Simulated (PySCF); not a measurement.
Input

```
{"job": {"kind": "uv", "xc": "PBE0", "basis": "def2-SVPD", "ip": true, "dynamic": false}, "charge": 0, "multiplicity": 1}
C      2.724506    -0.861163    -0.115405
C      1.723367     0.018890    -0.148920
C      0.286707    -0.283351     0.144724
C     -0.647926     0.032438    -1.028646
C     -2.079965    -0.199462    -0.569523
As    -2.214333     0.552346     1.264860
C     -0.221052     0.490877     1.373821
H      3.753524    -0.566959    -0.337662
H      2.549997    -1.912040     0.139321
H      1.939688     1.065259    -0.406773
H      0.198293    -1.364147     0.358755
H     -0.513349     1.088390    -1.324776
H     -0.389799    -0.582357    -1.907496
H     -2.304714    -1.275934    -0.500842
H     -2.833387     0.254206    -1.229329
H     -2.271098     2.003365     0.785803
H      0.164736     1.521626     1.376758
H      0.101666     0.015833     2.310911
```

Command:

```sh
OMP_NUM_THREADS=1 python probes_run.py task.json out
```

Geometry: PBE0-D3(BJ)/def2-SVP.

Computed with PySCF 2.14.0, PBE0/def2-SVPD, SCF density, gas phase.

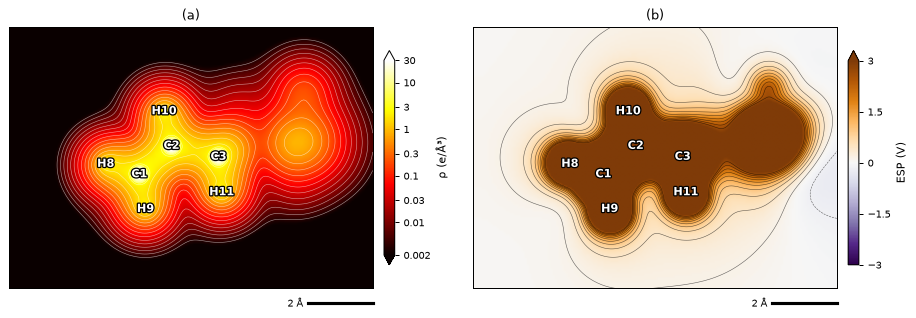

C6H11As. (a) electron density; (b) molecular electrostatic potential on the plane of atoms C2, C1 and H8.

Q: What does the map show?

A: Atoms in the plane: C and H. C–C (1.33 Å): ρ at the midpoint is about 2.3 e/Å³. C–H (1.09 Å): the density is about 1.9 e/Å³ at the midpoint. C–C (1.50 Å): ρ at the midpoint is about 1.7 e/Å³. The potential has no marked negative region in this plane.
